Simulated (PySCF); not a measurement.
**C6H7BF2OSi: NMR shifts in solvents**

Aim: compute the NMR shifts of C6H7BF2OSi (`FB(F)c1ccc(O[SiH3])cc1`), and see what a dielectric continuum does where one was used.

Computed with PySCF 2.14.0, with density-fitted response routines of our own, on a single molecule, in the gas phase or a continuum. Atoms count from 0, in the outputs and in this text.

## Step 1: The molecule as given

18 atoms, charge 0, multiplicity 1; geometry from: GFN2-xTB.

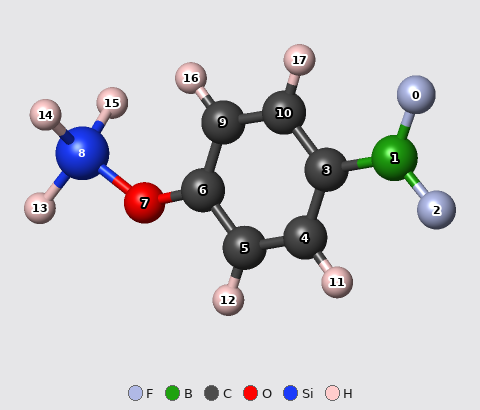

As it starts; fluorine light blue, boron green, carbon dark grey, oxygen red, silicon blue, hydrogen pink, atoms numbered.

## Step 2: Relaxing the molecule at PBE0-D3(BJ)/def2-SVP

What the job is given:

```
{"job": {"xc": "PBE0", "basis": "def2-SVP", "d3": "d3bj", "grid": 1, "kind": "geom"}, "charge": 0, "multiplicity": 1}
F      3.684728     2.007649    -0.782687
B      3.366538     0.816238    -0.304245
F      4.414182     0.075969     0.016240
C      1.904635     0.339313    -0.136346
C      1.604777    -0.930767     0.374054
C      0.302321    -1.352667     0.521460
C     -0.753991    -0.513993     0.161132
O     -2.003115    -0.969006     0.322262
Si    -3.488495    -0.352535     0.043905
C     -0.474299     0.751994    -0.348254
C      0.832064     1.166635    -0.492452
H      2.415127    -1.586508     0.655630
H      0.073471    -2.330963     0.914901
H     -4.286565    -1.482945     0.487246
H     -3.694627     0.859192     0.838792
H     -3.652601    -0.038387    -1.376310
H     -1.294132     1.397560    -0.625531
H      1.041222     2.149539    -0.888118
```

Log:

```text
step   0  E = -821.09436787  max force = 0.030531
step   1  E = -821.09936384  max force = 0.006407
step   2  E = -821.09952288  max force = 0.003981
step   3  E = -821.09976694  max force = 0.001544
step   4  E = -821.09978884  max force = 0.001254
step   5  E = -821.09980622  max force = 0.000982
step   6  E = -821.09981516  max force = 0.000943
step   7  E = -821.09950440  max force = 0.004289
step   8  E = -821.09975142  max force = 0.002454
step   9  E = -821.09969812  max force = 0.002239
step  10  E = -821.09975837  max force = 0.001773
step  11  E = -821.09982271  max force = 0.001146
step  12  E = -821.09985426  max force = 0.001550
step  13  E = -821.09987893  max force = 0.001171
step  14  E = -821.09990023  max force = 0.000760
step  15  E = -821.09991483  max force = 0.000338
optimisation converged
```

It took 13 min on 1 thread, shared host.

Step by step: (the energy doesn't fall at every step)

| step | energy from step 0 (eV) | largest force component (eV/Å) |
| --- | --- | --- |
| 0 | 0.0000 | 1.5700 |
| 1 | -0.1359 | 0.3295 |
| 2 | -0.1403 | 0.2047 |
| 3 | -0.1469 | 0.0794 |
| 4 | -0.1475 | 0.0645 |
| 5 | -0.1480 | 0.0505 |
| 6 | -0.1482 | 0.0485 |
| 7 | -0.1398 | 0.2205 |
| 8 | -0.1465 | 0.1262 |
| 9 | -0.1450 | 0.1151 |
| 10 | -0.1467 | 0.0912 |
| 11 | -0.1484 | 0.0589 |
| 12 | -0.1493 | 0.0797 |
| 13 | -0.1500 | 0.0602 |
| 14 | -0.1505 | 0.0391 |
| 15 | -0.1509 | 0.0174 |

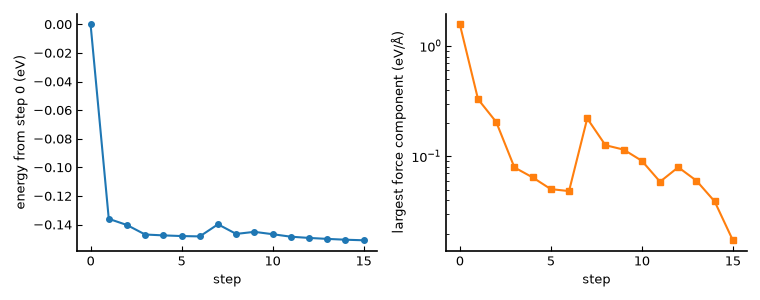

Energy and largest force along the relaxation.

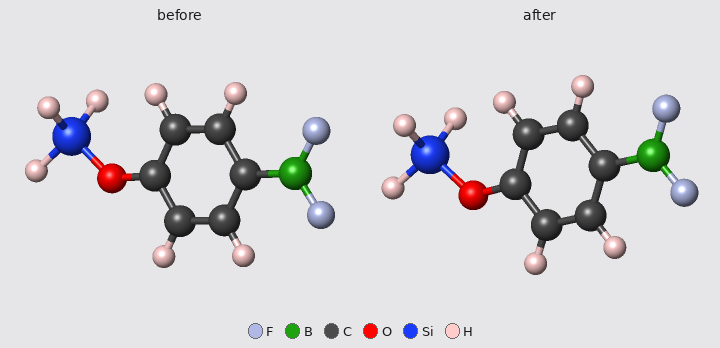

The geometry before (left) and after (right).

Distances of close pairs at the start and the end, largest changes first:

```csv
bond,before (Å),after (Å),change (Å)
O7–Si8,1.632,1.685,+0.053
Si8–H13,1.453,1.484,+0.031
Si8–H14,1.464,1.492,+0.029
Si8–H15,1.464,1.492,+0.028
C9–H16,1.080,1.093,+0.014
C4–H11,1.080,1.093,+0.013
C10–H17,1.080,1.093,+0.013
C5–H12,1.079,1.091,+0.012
```

The next job starts from the end point, and lists it.

```
                         at the end point                value
rotational constants (GHz, main isotopes)  3.112, 0.392, 0.350
                        dipole moment (D)                 3.02
```

## Step 3: Shielding tensors: PBE0/pcSseg-1 in acetone

What the job is given:

```
{"job": {"kind": "nmr", "xc": "PBE0", "basis": "pcSseg-1", "solvent": "acetone", "pop": true}, "charge": 0, "multiplicity": 1}
F      3.825537     2.907467    -0.922677
B      3.747611     1.666668    -0.466480
F      4.892068     1.037375    -0.251806
C      2.390671     0.990374    -0.198658
C      2.318177    -0.318945     0.309000
C      1.099166    -0.933094     0.547586
C     -0.091492    -0.243507     0.279177
O     -1.250246    -0.879997     0.525413
Si    -2.822178    -0.338220     0.252911
C     -0.041477     1.063215    -0.225690
C      1.188408     1.665102    -0.458497
H      3.242719    -0.862894     0.519062
H      1.032972    -1.948549     0.941914
H     -3.691147    -1.464771     0.675139
H     -3.097038     0.880511     1.069057
H     -3.013023    -0.025062    -1.193403
H     -0.965197     1.609451    -0.435523
H      1.219534     2.684387    -0.851799
```

With the program's defaults for keys left out, this is: GIAO PBE0/pcSseg-1 NMR shielding, non-relativistic, IEF-PCM acetone.

Log:

```text
coarse grid: 16824 points
cycle   1  E = -821.3086769651  dE =  1.683e+00  |g| = 8.322e-01  |ddm| = 4.237e+00
cycle   2  E = -821.2096249566  dE =  9.905e-02  |g| = 1.161e+00  |ddm| = 1.395e+00
cycle   3  E = -821.4248963082  dE = -2.153e-01  |g| = 1.194e-01  |ddm| = 8.772e-01
cycle   4  E = -821.4275091836  dE = -2.613e-03  |g| = 4.670e-02  |ddm| = 1.343e-01
cycle   5  E = -821.4279251038  dE = -4.159e-04  |g| = 1.232e-02  |ddm| = 4.344e-02
cycle   6  E = -821.4279563041  dE = -3.120e-05  |g| = 3.362e-03  |ddm| = 1.331e-02
cycle   7  E = -821.4279590083  dE = -2.704e-06  |g| = 1.008e-03  |ddm| = 3.711e-03
final grid: 162408 points
cycle   8  E = -821.5090063613  dE = -5.454e-05  |g| = 9.699e-03  |ddm| = 4.377e-02
cycle   9  E = -821.5089856014  dE =  2.076e-05  |g| = 1.450e-02  |ddm| = 1.782e-02
cycle  10  E = -821.5090237856  dE = -3.818e-05  |g| = 1.305e-03  |ddm| = 1.127e-02
cycle  11  E = -821.5090241231  dE = -3.374e-07  |g| = 2.580e-04  |ddm| = 1.314e-03
cycle  12  E = -821.5090241354  dE = -1.233e-08  |g| = 9.709e-05  |ddm| = 2.617e-04
cycle  13  E = -821.5090241373  dE = -1.939e-09  |g| = 3.919e-05  |ddm| = 1.129e-04
cycle  14  E = -821.5090241377  dE = -3.797e-10  |g| = 5.798e-06  |ddm| = 3.665e-05
converged SCF energy = -821.5090241377

GIAO shielding tensors (ppm)
atom      isotropic    diamagn.    paramagn.     s11        s22        s33       span
  0 F      273.206     466.736    -193.530    117.361    317.316    384.940    267.579
  1 B       75.757     200.283    -124.526     62.627     77.433     87.211     24.584
  2 F      272.712     465.857    -193.145    116.980    316.185    384.970    267.990
  3 C       65.786     257.670    -191.884    -22.420     28.737    191.041    213.461
  4 C       38.875     253.641    -214.766    -76.797     19.542    173.880    250.677
  5 C       59.807     253.730    -193.923    -29.311     47.171    161.562    190.872
  6 C       16.188     253.192    -237.004    -78.071     11.116    115.520    193.590
  7 O      221.733     399.270    -177.537    138.349    224.353    302.497    164.147
  8 Si     383.827     878.739    -494.912    343.163    353.205    455.113    111.950
  9 C       65.063     260.833    -195.770    -23.402     51.501    167.089    190.491
 10 C       38.262     253.809    -215.547    -78.192     19.399    173.580    251.772
 11 H       23.066      30.503      -7.438     18.952     22.590     27.654      8.702
 12 H       23.897      31.567      -7.671     19.853     24.079     27.759      7.906
 13 H       26.226      27.924      -1.699     22.558     24.906     31.213      8.655
 14 H       26.083      28.703      -2.620     23.034     24.529     30.686      7.652
 15 H       26.116      29.039      -2.923     23.115     24.560     30.673      7.558
 16 H       24.140      33.764      -9.624     19.688     24.090     28.641      8.953
 17 H       23.032      31.268      -8.236     18.919     22.257     27.919      9.000
```

Run time: 2.2 min. Hardware: 1 thread, shared host.

The references, computed at this level on geometries of the same kind, shield at (ppm): 1H TMS 31.24, 13C TMS 185.4, 29Si TMS 351.8, 19F CFCl3 180.4, 17O H2O 342.8, 11B BF3·OEt2 101.3. Their shielding less the atom's gives the shift. The references are single molecules in the same continuum, so shifts against H2O, NH3, PH3, H3PO4 or CFCl3 are not on the usual liquid scales and can be off by tens of ppm. Atoms listed in one row are averaged.

| atoms | environment | σ (ppm) | δ (ppm) |
| --- | --- | --- | --- |
| C6 | aromatic carbon bearing oxygen | 16.2 | 169.2 |
| C4, C10 | aromatic CH | 38.6 | 146.9 |
| C5, C9 | aromatic CH | 62.4 | 123.0 |
| C3 | substituted aromatic carbon | 65.8 | 119.6 |
| H11, H17 | hydrogen on an aromatic CH | 23.05 | 8.19 |
| H12, H16 | hydrogen on an aromatic CH | 24.02 | 7.22 |
| H13, H14, H15 | hydrogen on a silicon bonded to O | 26.14 | 5.10 |
| F0, F2 | fluorine bonded to B | 273.0 | -92.6 |
| B1 | boron bonded to C, 2 F | 75.8 | 25.6 |
| O7 | oxygen bonded to C, Si | 221.7 | 121.0 |
| Si8 | silicon bonded to O, 3 H | 383.8 | -32.0 |

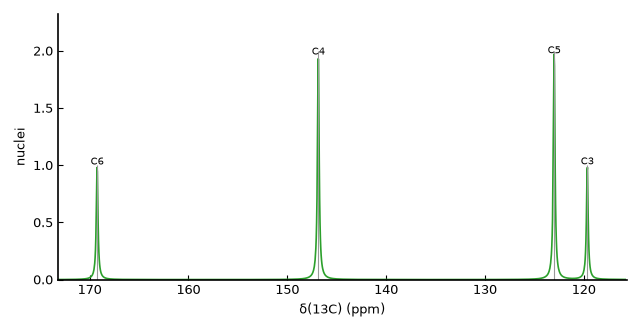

13C lines at the computed shifts, without couplings. Lines are broadened to a width of 0.20 ppm (Lorentzian).

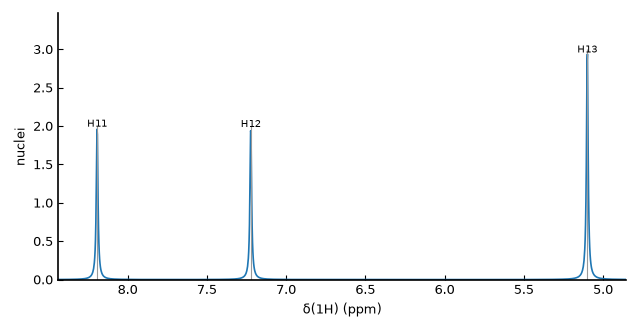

1H lines at the computed shifts, without couplings. Lines are broadened to a width of 0.01 ppm (Lorentzian).

Charges from the same density, by scheme (e):

| atoms | Mulliken | IAO | Hirshfeld | ESP fit |
| --- | --- | --- | --- | --- |
| F0, F2 | -0.30 | -0.33 | -0.15 | -0.32 |
| B1 | 0.78 | 0.71 | 0.29 | 0.78 |
| C3 | -0.30 | -0.23 | -0.12 | -0.34 |
| C4, C10 | -0.07 | -0.11 | -0.04 | -0.06 |
| C5, C9 | -0.14 | -0.20 | -0.07 | -0.37 |
| C6 | 0.31 | 0.23 | 0.09 | 0.54 |
| O7 | -0.64 | -0.57 | -0.20 | -0.49 |
| Si8 | 0.66 | 0.83 | 0.40 | 0.60 |

Mulliken charges:

F0 -0.30; B1 0.78; F2 -0.30; C3 -0.30; C4 -0.07; C5 -0.11; C6 0.31; O7 -0.64; Si8 0.66; C9 -0.18; C10 -0.08; H11 0.11; H12 0.12; H13 -0.08; H14 -0.08; H15 -0.08; H16 0.15; H17 0.11

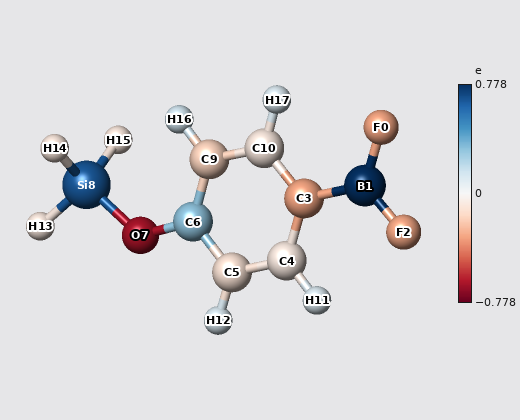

Mulliken charges, as colours on the atoms.

Mayer bond orders: F0–B1 1.10, B1–F2 1.10, B1–C3 0.97, C3–C4 1.36, C4–C5 1.48, C5–C6 1.37, C6–O7 0.94, O7–Si8 0.85, C6–C9 1.35, C9–C10 1.48, C10–C3 1.38.

Ring of atoms C3, C4, C5, C6, C9, C10: NICS(0) -8.4, NICS(1) -10.8, NICS(1)zz -25.6 ppm (means of both faces).

## Step 4: Shielding tensors: PBE0/pcSseg-1 in water

Same as in step 3 but for these lines:

```diff
@@ -1,2 +1,2 @@
-{"job": {"kind": "nmr", "xc": "PBE0", "basis": "pcSseg-1", "solvent": "acetone", "pop": true}, "charge": 0, "multiplicity": 1}
+{"job": {"kind": "nmr", "xc": "PBE0", "basis": "pcSseg-1", "solvent": "water", "pop": false}, "charge": 0, "multiplicity": 1}
 F      3.825537     2.907467    -0.922677
```

Method: GIAO PBE0/pcSseg-1 NMR shielding, non-relativistic, IEF-PCM water.

Log:

```text
coarse grid: 16824 points
cycle   1  E = -821.3092651725  dE =  1.682e+00  |g| = 8.317e-01  |ddm| = 4.237e+00
cycle   2  E = -821.2108364848  dE =  9.843e-02  |g| = 1.159e+00  |ddm| = 1.389e+00
cycle   3  E = -821.4253146836  dE = -2.145e-01  |g| = 1.187e-01  |ddm| = 8.731e-01
cycle   4  E = -821.4278935557  dE = -2.579e-03  |g| = 4.645e-02  |ddm| = 1.330e-01
cycle   5  E = -821.4283043910  dE = -4.108e-04  |g| = 1.216e-02  |ddm| = 4.289e-02
cycle   6  E = -821.4283345314  dE = -3.014e-05  |g| = 3.283e-03  |ddm| = 1.303e-02
cycle   7  E = -821.4283370953  dE = -2.564e-06  |g| = 9.651e-04  |ddm| = 3.595e-03
final grid: 162408 points
cycle   8  E = -821.5093818627  dE = -5.466e-05  |g| = 9.657e-03  |ddm| = 4.381e-02
cycle   9  E = -821.5093614155  dE =  2.045e-05  |g| = 1.442e-02  |ddm| = 1.772e-02
cycle  10  E = -821.5093991709  dE = -3.776e-05  |g| = 1.305e-03  |ddm| = 1.120e-02
cycle  11  E = -821.5093995084  dE = -3.375e-07  |g| = 2.543e-04  |ddm| = 1.305e-03
cycle  12  E = -821.5093995204  dE = -1.202e-08  |g| = 9.494e-05  |ddm| = 2.561e-04
cycle  13  E = -821.5093995223  dE = -1.834e-09  |g| = 3.864e-05  |ddm| = 1.094e-04
cycle  14  E = -821.5093995226  dE = -3.638e-10  |g| = 5.676e-06  |ddm| = 3.592e-05
converged SCF energy = -821.5093995226

GIAO shielding tensors (ppm)
atom      isotropic    diamagn.    paramagn.     s11        s22        s33       span
  0 F      273.388     466.747    -193.359    117.732    317.524    384.906    267.174
  1 B       75.756     200.290    -124.534     62.567     77.428     87.274     24.708
  2 F      272.919     465.872    -192.953    117.390    316.421    384.946    267.557
  3 C       65.828     257.746    -191.919    -22.394     28.833    191.044    213.438
  4 C       38.866     253.603    -214.737    -76.762     19.408    173.950    250.712
  5 C       59.837     253.716    -193.879    -29.249     47.137    161.622    190.870
  6 C       16.166     253.217    -237.051    -78.138     11.121    115.514    193.651
  7 O      221.670     399.324    -177.654    138.332    224.203    302.475    164.143
  8 Si     383.662     878.732    -495.070    343.074    352.998    454.912    111.837
  9 C       64.971     260.799    -195.828    -23.462     51.147    167.227    190.689
 10 C       38.200     253.775    -215.575    -78.228     19.165    173.662    251.891
 11 H       23.055      30.500      -7.445     18.936     22.587     27.642      8.706
 12 H       23.887      31.552      -7.664     19.840     24.076     27.746      7.906
 13 H       26.225      27.920      -1.696     22.557     24.906     31.211      8.654
 14 H       26.079      28.693      -2.614     23.029     24.525     30.683      7.654
 15 H       26.112      29.029      -2.917     23.110     24.556     30.670      7.560
 16 H       24.114      33.724      -9.611     19.653     24.075     28.613      8.960
 17 H       23.017      31.264      -8.247     18.900     22.249     27.903      9.002
```

Wall time 1.9 min (1 thread, shared host).

This run: δ C6 169.3, C4 147.0, C5 123.1, C3 119.7, H11 8.20, H12 7.24 ppm (means over like atoms).

## Step 5: Run by run: NMR shifts

Shifts (ppm) of some atoms, chosen among heavy atoms and hydrogens apart, means over like atoms, with basis size and wall time:

```csv
run,C6,C4,C5,H11,H12,O7,Si8,functions,time
PBE0/pcSseg-1 in acetone,169.2,146.9,123.0,8.19,7.22,121.0,-32.0,229,2.2 min
PBE0/pcSseg-1 in water,169.3,147.0,123.1,8.20,7.24,121.5,-31.9,229,1.9 min
```

The continuum's effect on the ground state:

```csv
solvent,ε,polarisation energy (Eh),μ (D)
acetone,20.49,-0.0066,3.74
water,78.36,-0.0071,3.76
```

## Step 6: Results

```
                                                                          quantity                           value
                                              rotational constants (main isotopes)            3.11, 0.39, 0.35 GHz
  13C shifts against TMS (PBE0/pcSseg-1, acetone, means over atoms taken as alike)  169.2, 146.9, 123.0, 119.6 ppm
   1H shifts against TMS (PBE0/pcSseg-1, acetone, means over atoms taken as alike)            8.19, 7.22, 5.10 ppm
19F shifts against CFCl3 (PBE0/pcSseg-1, acetone, means over atoms taken as alike)                       -92.6 ppm
                              11B shifts against BF3·OEt2 (PBE0/pcSseg-1, acetone)                        25.6 ppm
                                   17O shifts against H2O (PBE0/pcSseg-1, acetone)                       121.0 ppm
                                  29Si shifts against TMS (PBE0/pcSseg-1, acetone)                       -32.0 ppm
                                                          range of the shift of O7              121.0 to 121.5 ppm
```

The optimisation took 15 steps and gained 0.151 eV; among the close pairs (by a distance rule), O7–Si8 changed most, from 1.632 to 1.685 Å. No frequency check was run at this level, so the end point may be a saddle. At PBE0/pcSseg-1: The largest span, 268 ppm, is at F0, F2, where the paramagnetic term is -193 ppm. NICS(1)zz of -26 ppm above the planar ring from C3 marks a diatropic (aromatic) ring current. Across the 2 runs the shift of O7 moves most, between 121.0 (PBE0/pcSseg-1 in acetone) and 121.5 ppm (PBE0/pcSseg-1 in water). Most of that comes from the computed reference, not from the atom's own shielding. The continuum holds electrostatics alone: no hydrogen bonds to the solvent, and the gas-phase geometry is kept.
